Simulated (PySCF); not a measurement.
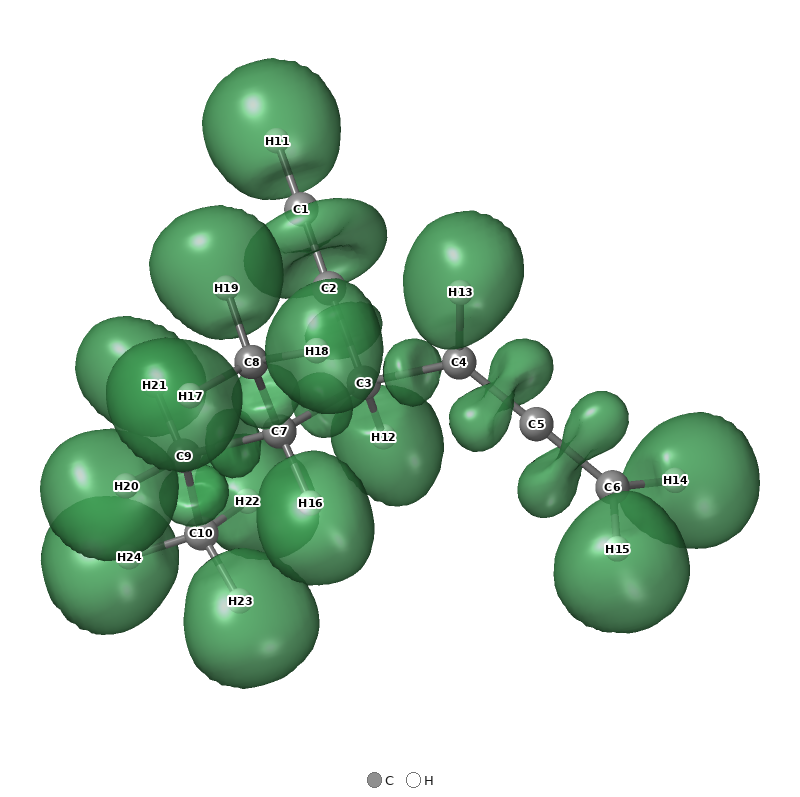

The picture shows: C10H14. Isosurface of the electron localisation function at 0.8 (green), seen at a tilt. Core shells and regions of very low density are left out.

Geometry: GFN2-xTB.

All numbers below come from PBE0/pcSseg-1, SCF density, gas phase, non-relativistic (PySCF).

```xyz
24

C     0.1285    2.5245   -1.6894
C     0.2841    1.4752   -1.1348
C     0.4954    0.2178   -0.4429
C     1.8845    0.2011    0.1604
C     2.6438   -0.8491    0.1586
C     3.3804   -1.9136    0.1416
C    -0.5846   -0.0154    0.6416
C    -0.5120    1.0582    1.7255
C    -1.9922   -0.0480    0.0352
C    -2.2115   -1.1805   -0.9623
H    -0.0164    3.4374   -2.1861
H     0.4296   -0.5976   -1.1717
H     2.2251    1.1240    0.6096
H     4.0744   -2.1113   -0.6603
H     3.3474   -2.6418    0.9370
H    -0.3763   -0.9909    1.0970
H    -1.3001    0.9070    2.4603
H     0.4439    1.0234    2.2425
H    -0.6353    2.0453    1.2841
H    -2.7081   -0.1589    0.8536
H    -2.1911    0.9084   -0.4535
H    -1.6550   -1.0111   -1.8808
H    -1.9003   -2.1330   -0.5374
H    -3.2658   -1.2513   -1.2203
```

Where are the electrons localised?

Answer. The surface consists of nine regions between bonded C–C atoms (shared pairs) and 14 regions around hydrogen nuclei. Profiles from the grid: C–C (1.20 Å): the ELF peaks at about 0.85 between the atoms; a multiple bond. C–H (1.05 Å): the ELF climbs to about 1 towards the hydrogen, as it does in any bond to H; a covalent bond by its length.
